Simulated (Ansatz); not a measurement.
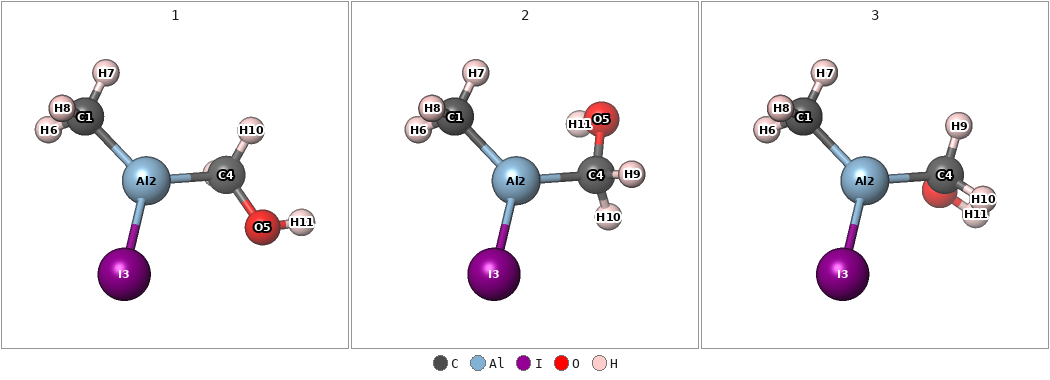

C2H6AlIO, SMILES [CH3][Al]([I])[CH2]O. First axis: dihedral C1–Al2–C4–O5. Second axis: dihedral Al2–C4–O5–H11. Nothing is relaxed (all other coordinates rigid). The scan uses an 18 × 18 grid. All energies are given in kJ/mol relative to the lowest grid point. Computed with RKS SPW92 (LDA)/def2-SVP (Ansatz 0.2.0).

The numbered pictures are structures from this grid.

**Which is the most stable, and how do the others follow?**

2, at dihedral C1–Al2–C4–O5 = 0°, dihedral Al2–C4–O5–H11 = −80°: 0.0 kJ/mol; 1, at dihedral C1–Al2–C4–O5 = −180°, dihedral Al2–C4–O5–H11 = −180°: 9.5 kJ/mol; 3, at dihedral C1–Al2–C4–O5 = −80°, dihedral Al2–C4–O5–H11 = −140°: 14.3 kJ/mol.

The map, with the structures marked:

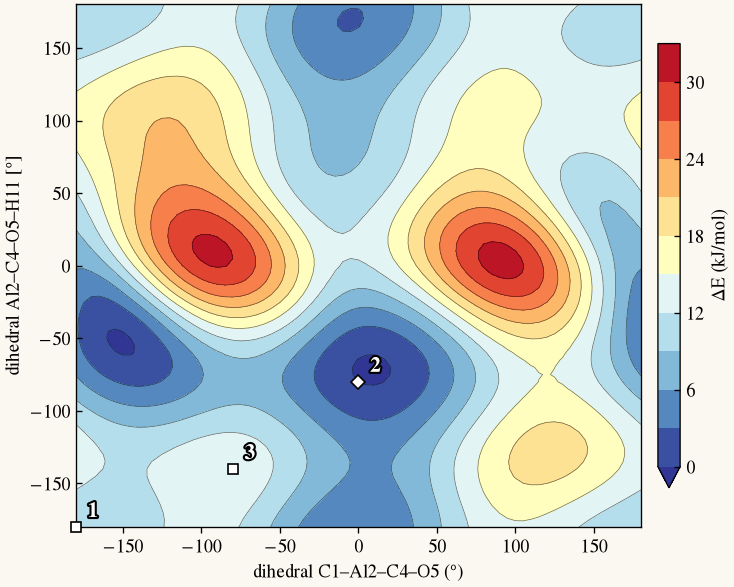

Drawn: filled contours. Between grid points the surface is interpolated.
